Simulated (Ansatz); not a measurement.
Input file:

```
crystal:
  periodic: [false, false, false]
  atoms:
    - {symbol: C, position_ang: [-0.835547, -1.260620, 2.601770]}
    - {symbol: C, position_ang: [-0.834914, -0.454797, 1.413561]}
    - {symbol: C, position_ang: [-1.999748, -0.336988, 0.717486]}
    - {symbol: C, position_ang: [-0.489498, 1.291503, -1.007064]}
    - {symbol: C, position_ang: [0.518387, 1.019897, -0.154530]}
    - {symbol: C, position_ang: [0.467082, 0.182903, 1.056916]}
    - {symbol: "N", position_ang: [-0.871748, -1.918930, 3.556536]}
    - {symbol: O, position_ang: [1.456595, 0.013515, 1.750505]}
    - {symbol: Se, position_ang: [-2.246016, 0.647166, -0.844467]}
    - {symbol: H, position_ang: [-2.903108, -0.846019, 1.063165]}
    - {symbol: H, position_ang: [-0.341452, 1.929841, -1.882134]}
    - {symbol: H, position_ang: [1.505604, 1.450381, -0.346737]}
basis:
  gaussian: {orbitals: def2-SVPD}
hamiltonian: {xc: {name: PBE0}}
output: {forces: true, orbitals: {seedname: orbitals}}
```

Launched as:

```sh
ansatz run input.yaml --threads 4 --pin off --max-ram 7830MiB --events-out events.jsonl --progress --plain --runs-dir runs
```

Geometry: B3LYP-D3(BJ)/def2-SVP.

Theory: Ansatz, isolated molecule in a Gaussian basis; Kohn-Sham density functional theory, functional PBE0.

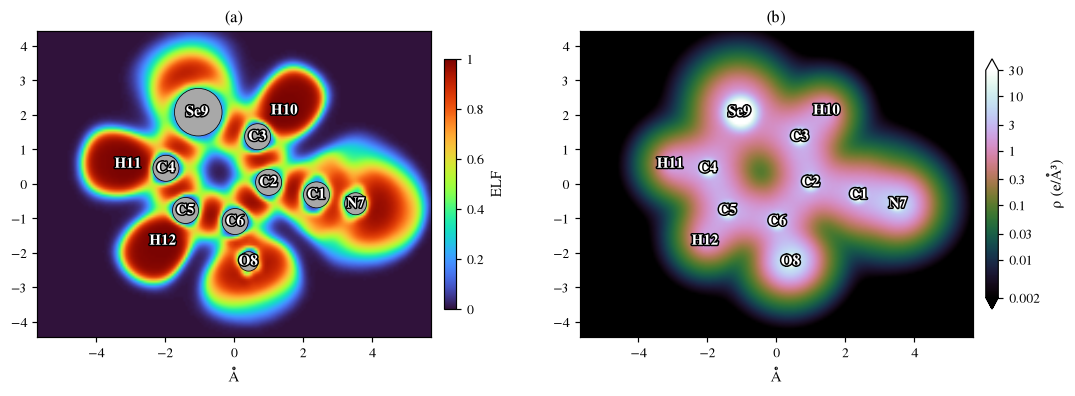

C₆H₃NOSe (SMILES N#Cc1c[se]ccc1=O). (a) electron localisation function; (b) total electron density on the molecular plane. Grey discs cover the atomic cores in the ELF map.

What does the map show?

Atoms in the plane: C, N, O, Se and H. C–N (1.16 Å): ρ at the midpoint is about 3.5 e/Å³; the ELF peaks at about 0.85 between the atoms (a short, multiple covalent bond). C–O (1.22 Å): ρ is about 3.2 e/Å³ halfway; the ELF peaks at about 0.85 between the atoms (a multiple bond). C–C (1.35 Å): the density is about 2.2 e/Å³ at the midpoint; the ELF peaks at about 0.95 between the atoms: a covalent bond. C–Se (1.86 Å): ρ is about 1.2 e/Å³ halfway; the ELF peaks at about 0.90 between the atoms: a covalent bond. C–H (1.09 Å): ρ at the midpoint is about 2 e/Å³; the ELF climbs to about 1 towards the hydrogen, as it does in any bond to H (an ordinary covalent bond to hydrogen). The ELF also peaks beside O8, N7 and Se9, away from the bonds: lone-pair regions.
